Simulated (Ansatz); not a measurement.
Run report: CF₆Ge, geometry relaxation

System: CF₆Ge, SMILES F[C](F)(F)[Ge]([F])([F])[F].
Method: RKS PBE0-D4/def2-TZVP (Ansatz 0.2.0).

The geometry: PBE-D4/def2-SVP start. Figures and captions count atoms from 1; the log counts them from 0 in places.

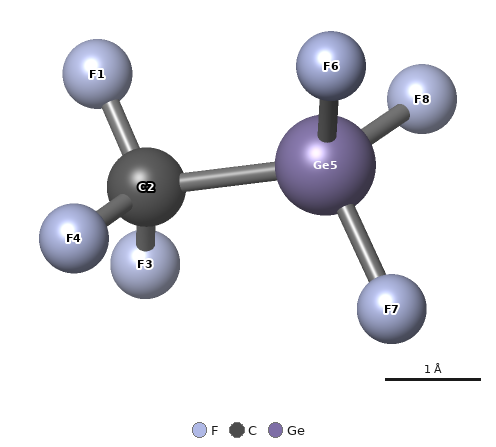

Fig. 1: The starting structure (ball-and-stick view, seen at a tilt; atoms are numbered from 1 in the order of the input). Sticks mark near contacts.

## The input
```yaml
crystal:
  periodic: [false, false, false]
  atoms:
    - {symbol: F, position_ang: [0.802841, -1.039951, 1.490423]}
    - {symbol: C, position_ang: [0.803241, -0.698190, 0.190517]}
    - {symbol: F, position_ang: [0.641335, -1.806991, -0.551888]}
    - {symbol: F, position_ang: [1.987376, -0.139153, -0.113098]}
    - {symbol: Ge, position_ang: [-0.684770, 0.600550, -0.180296]}
    - {symbol: F, position_ang: [-0.512375, 2.045159, 0.759656]}
    - {symbol: F, position_ang: [-0.715040, 1.065592, -1.848521]}
    - {symbol: F, position_ang: [-2.230308, -0.084114, 0.197406]}
basis:
  gaussian: {orbitals: def2-TZVP}
hamiltonian: {xc: pbe0, dispersion: d4}
relax: {f_tol: 0.005, max_steps: 150}
```

Hardware: 4 threads of Arm Neoverse V1, 23 GiB of memory available, shared host.

Run as:
```bash
ansatz run in.yaml --threads 4 --pin off --events-out ev --progress --plain --max-ram 11315MiB
```

## Output
```
Functional definition: PBE0
  name "PBE0"
  cite "Adamo & Barone, J. Chem. Phys. 110, 6158 (1999) doi:10.1063/1.478522"
  cite "Perdew, Burke & Ernzerhof, Phys. Rev. Lett. 77, 3865 (1996) doi:10.1103/PhysRevLett.77.3865"
  parent pbe
  parameter a = 0.25
  parameter kappa = 0.804
  parameter beta = 0.06672455060314922
  exchange = (1 - a)*pbe_x(kappa = kappa, mu = beta*pi^2/3) + a*exact_x
  correlation = pbe_c(beta = beta)
1517 factors; their error is unknown
mean field evaluation 1: about -73836.8990 eV, gradient 6.9e1 eV
mean field evaluation 2: about -73824.2167 eV, gradient 1.2e2 eV
mean field evaluation 4: about -73843.1785 eV, gradient 2.9e0 eV
mean field evaluation 8: about -73843.1860 eV, gradient 5.0e-2 eV
mean field evaluation 16: about -73843.5156 eV, gradient 2.8e-4 eV
mean field -73843.51559324 eV, -2713.6991451190 hartree, gradient 6.7e-5 eV, S^2 0.000000; 0 other end points of the search recorded, 0 dependent functions left out
the calculation of the forces begins
reference -73843.51561096 eV, -2713.6991457701 hartree; 46, 46 occupied and 219, 219 virtual orbitals, 1517 factors
relax step   1: F+E_penalty+E_count = -73843.67254073 eV  Δ(F+E_penalty+E_count) = +0.000e0 eV  max|allowed force component| = 9.061e-1 eV/Å  Δτ_max = 0.0000 Å  (28 SCF iters, accepted)
these checks for a lower state are left out or cut short: starts, cluster_reference, orbital_swaps, neighbouring_geometries, increment
1517 factors; their error is unknown
mean field -73843.56559619 eV, -2713.7009826934 hartree, gradient 1.4e-5 eV, S^2 0.000000; 0 other end points of the search recorded, 0 dependent functions left out
the calculation of the forces begins
reference -73843.56561388 eV, -2713.7009833438 hartree; 46, 46 occupied and 219, 219 virtual orbitals, 1517 factors
relax step   2: F+E_penalty+E_count = -73843.72320308 eV  Δ(F+E_penalty+E_count) = -5.066e-2 eV  max|allowed force component| = 4.123e-1 eV/Å  Δτ_max = 0.0160 Å  (32 SCF iters, accepted)
these checks for a lower state are left out or cut short: starts, cluster_reference, orbital_swaps, neighbouring_geometries, increment
1517 factors; their error is unknown
mean field evaluation 32: about -73843.5750 eV, gradient 1.4e-5 eV
mean field -73843.57502572 eV, -2713.7013292223 hartree, gradient 1.4e-5 eV, S^2 0.000000; 0 other end points of the search recorded, 0 dependent functions left out
the calculation of the forces begins
reference -73843.57504341 eV, -2713.7013298722 hartree; 46, 46 occupied and 219, 219 virtual orbitals, 1517 factors
relax step   3: F+E_penalty+E_count = -73843.73312729 eV  Δ(F+E_penalty+E_count) = -9.924e-3 eV  max|allowed force component| = 3.039e-2 eV/Å  Δτ_max = 0.0133 Å  (32 SCF iters, accepted)
these checks for a lower state are left out or cut short: starts, cluster_reference, orbital_swaps, neighbouring_geometries, increment
1517 factors; their error is unknown
mean field -73843.57517524 eV, -2713.7013347171 hartree, gradient 1.4e-5 eV, S^2 0.000000; 0 other end points of the search recorded, 0 dependent functions left out
the calculation of the forces begins
reference -73843.57519293 eV, -2713.7013353672 hartree; 46, 46 occupied and 219, 219 virtual orbitals, 1517 factors
relax step   4: F+E_penalty+E_count = -73843.73321023 eV  Δ(F+E_penalty+E_count) = -8.294e-5 eV  max|allowed force component| = 6.490e-3 eV/Å  Δτ_max = 0.0016 Å  (33 SCF iters, accepted)
these checks for a lower state are left out or cut short: starts, cluster_reference, orbital_swaps, neighbouring_geometries, increment
1517 factors; their error is unknown
mean field -73843.57517391 eV, -2713.7013346680 hartree, gradient 1.4e-5 eV, S^2 0.000000; 0 other end points of the search recorded, 0 dependent functions left out
the calculation of the forces begins
reference -73843.57519159 eV, -2713.7013353181 hartree; 46, 46 occupied and 219, 219 virtual orbitals, 1517 factors
relax step   5: F+E_penalty+E_count = -73843.73321116 eV  Δ(F+E_penalty+E_count) = -9.245e-7 eV  max|allowed force component| = 1.068e-3 eV/Å  Δτ_max = 0.0002 Å  (32 SCF iters, accepted)
1517 factors; their error is unknown
mean field evaluation 64: about -73843.5752 eV, gradient 5.3e-2 eV
```

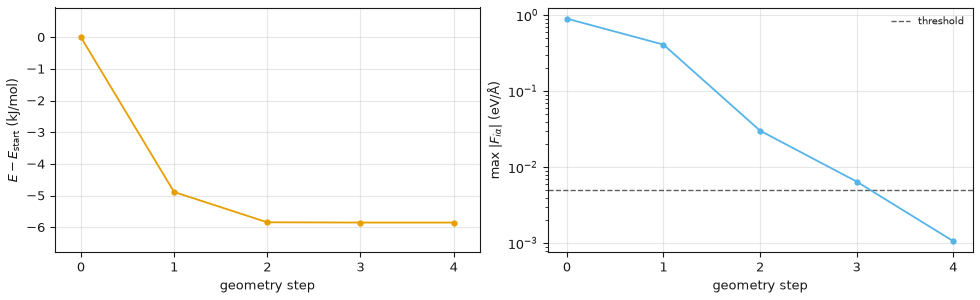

Fig. 2: Progress of the relaxation, step by step (the first geometry is step 0 here and step 1 in the log).

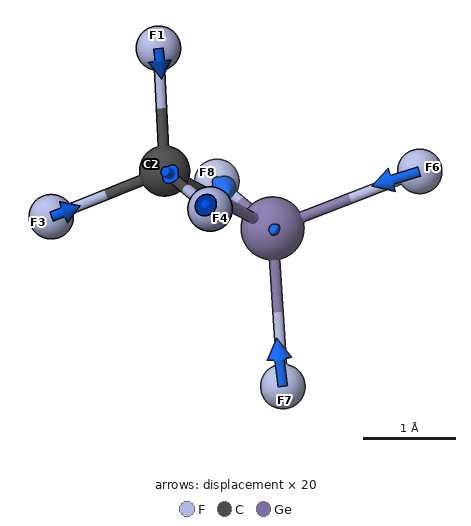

Fig. 3: The starting structure with the displacements as blue arrows, magnified 20 times (ball-and-stick view, seen at a tilt). The two geometries are laid on each other by the best rigid fit. The largest moves after the best rigid fit, 0.028 Å, are those of F6 and F8. By element the largest moves are F 0.028 Å, C 0.013 Å, Ge 0.006 Å. Among the contacts that change: Ge5–F6 1.732 → 1.703 Å, C2–F3 1.344 → 1.331 Å, C2–Ge5 2.010 → 2.002 Å. The energy falls by 5.85 kJ/mol in 4 geometry steps. The largest force component goes from 0.91 to 0.0011 eV/Å. (Atoms are counted from 1 in the order of the input.)

```
mean field -73843.57517391 eV, -2713.7013346680 hartree, gradient 1.4e-5 eV, S^2 0.000000; 1 other end points of the search recorded, 0 dependent functions left out
the calculation of the forces begins
reference -73843.57519159 eV, -2713.7013353181 hartree; 46, 46 occupied and 219, 219 virtual orbitals, 1517 factors
Total energy: -73843.73322884 eV, -2713.7071430799 hartree
Atom 0 at     0.801611    -1.034563     1.473689 Å, force    -0.000114     0.000133    -0.000241 eV/Å
Atom 1 at     0.793369    -0.689494     0.187952 Å, force     0.001068    -0.000817    -0.000041 eV/Å
Atom 2 at     0.642848    -1.792255    -0.542498 Å, force     0.000060     0.000425     0.000264 eV/Å
Atom 3 at     1.971700    -0.145834    -0.109141 Å, force    -0.000465    -0.000211     0.000141 eV/Å
Atom 4 at    -0.688884     0.604145    -0.181569 Å, force    -0.000716     0.000621    -0.000118 eV/Å
Atom 5 at    -0.511777     2.020685     0.746105 Å, force     0.000111    -0.000062    -0.000052 eV/Å
Atom 6 at    -0.712569     1.056632    -1.822678 Å, force    -0.000040    -0.000021     0.000086 eV/Å
Atom 7 at    -2.203999    -0.076415     0.192339 Å, force     0.000096    -0.000067    -0.000039 eV/Å
Dipole moment:     0.141289    -0.123332     0.035263 e Å
```

## Trajectory as extended XYZ (Å, eV, eV/Å), 5 frames, from step=1 to step=5
```
8
Properties=species:S:1:pos:R:3:forces:R:3 step=1 energy=-73843.67254
F     0.8028   -1.0400    1.4904    0.1053   0.1065  -0.7255
C     0.8032   -0.6982    0.1905    0.1664  -0.1444   0.0394
F     0.6413   -1.8070   -0.5519    0.1993   0.5511   0.4563
F     1.9874   -0.1392   -0.1131   -0.5811  -0.4165   0.2026
Ge   -0.6848    0.6006   -0.1803   -0.6986   0.6093  -0.1745
F    -0.5124    2.0452    0.7597   -0.0758  -0.7956  -0.5040
F    -0.7150    1.0656   -1.8485    0.0324  -0.2656   0.9061
F    -2.2303   -0.0841    0.1974    0.8521   0.3552  -0.2003
8
Properties=species:S:1:pos:R:3:forces:R:3 step=2 energy=-73843.72320
F     0.8030   -1.0370    1.4786    0.0070   0.0590  -0.2444
C     0.7951   -0.6911    0.1885    0.1524  -0.1321   0.0361
F     0.6433   -1.7972   -0.5449    0.0381   0.2048   0.1429
F     1.9770   -0.1447   -0.1101   -0.2188  -0.1130   0.0599
Ge   -0.6876    0.6030   -0.1812   -0.3304   0.2885  -0.0822
F    -0.5109    2.0309    0.7526   -0.0405  -0.3580  -0.2317
F    -0.7125    1.0597   -1.8342    0.0089  -0.1163   0.4123
F    -2.2150   -0.0809    0.1949    0.3833   0.1672  -0.0931
8
Properties=species:S:1:pos:R:3:forces:R:3 step=3 energy=-73843.73313
F     0.8006   -1.0337    1.4737    0.0125  -0.0117   0.0056
C     0.7932   -0.6894    0.1879   -0.0247   0.0218  -0.0070
F     0.6417   -1.7915   -0.5429    0.0125  -0.0125   0.0023
F     1.9708   -0.1447   -0.1095    0.0144  -0.0104   0.0028
Ge   -0.6883    0.6036   -0.1814    0.0116  -0.0101   0.0031
F    -0.5113    2.0195    0.7458    0.0030   0.0263   0.0168
F    -0.7118    1.0558   -1.8217   -0.0010   0.0088  -0.0304
F    -2.2026   -0.0766    0.1923   -0.0284  -0.0123   0.0067
8
Properties=species:S:1:pos:R:3:forces:R:3 step=4 energy=-73843.73321
F     0.8017   -1.0346    1.4737   -0.0019   0.0015   0.0002
C     0.7933   -0.6894    0.1879    0.0065  -0.0055   0.0011
F     0.6429   -1.7923   -0.5424   -0.0018   0.0013  -0.0006
F     1.9717   -0.1459   -0.1091   -0.0016   0.0016  -0.0004
Ge   -0.6889    0.6041   -0.1816   -0.0024   0.0021  -0.0005
F    -0.5119    2.0207    0.7461    0.0005  -0.0003   0.0001
F    -0.7126    1.0567   -1.8227    0.0003  -0.0003   0.0001
F    -2.2041   -0.0763    0.1923    0.0004  -0.0004   0.0000
8
Properties=species:S:1:pos:R:3:forces:R:3 step=5 energy=-73843.73321
F     0.8016   -1.0346    1.4737   -0.0001   0.0001  -0.0002
C     0.7934   -0.6895    0.1880    0.0011  -0.0008   0.0000
F     0.6428   -1.7923   -0.5425    0.0001   0.0004   0.0003
F     1.9717   -0.1458   -0.1091   -0.0005  -0.0002   0.0001
Ge   -0.6889    0.6041   -0.1816   -0.0007   0.0006  -0.0001
F    -0.5118    2.0207    0.7461    0.0001  -0.0001  -0.0001
F    -0.7126    1.0566   -1.8227    0.0000   0.0000   0.0001
F    -2.2040   -0.0764    0.1923    0.0001  -0.0001   0.0000
```

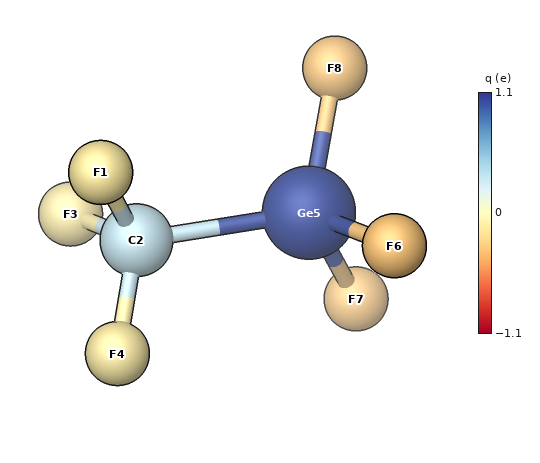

Fig. 4: Mulliken charges, as the colour of each atom (ball-and-stick view, seen at a tilt; atoms are numbered from 1 in the order of the input; Mulliken charges depend strongly on the basis). By element: F −0.32 to −0.13, C +0.33 and Ge +1.02 e.

## Key numbers

- outcome: converged
- total energy: −73843.7332 eV
- mean-field energy: −73843.5752 eV
- dispersion energy: −0.1580 eV
- SCF solution under orbital rotations: stable
- largest force (length of the vector) at the end: 0.001 eV/Å
- dipole moment: 0.92 D
- wall time: 43 s (CPU time 2.7 min)
- peak memory: 0.94 GiB
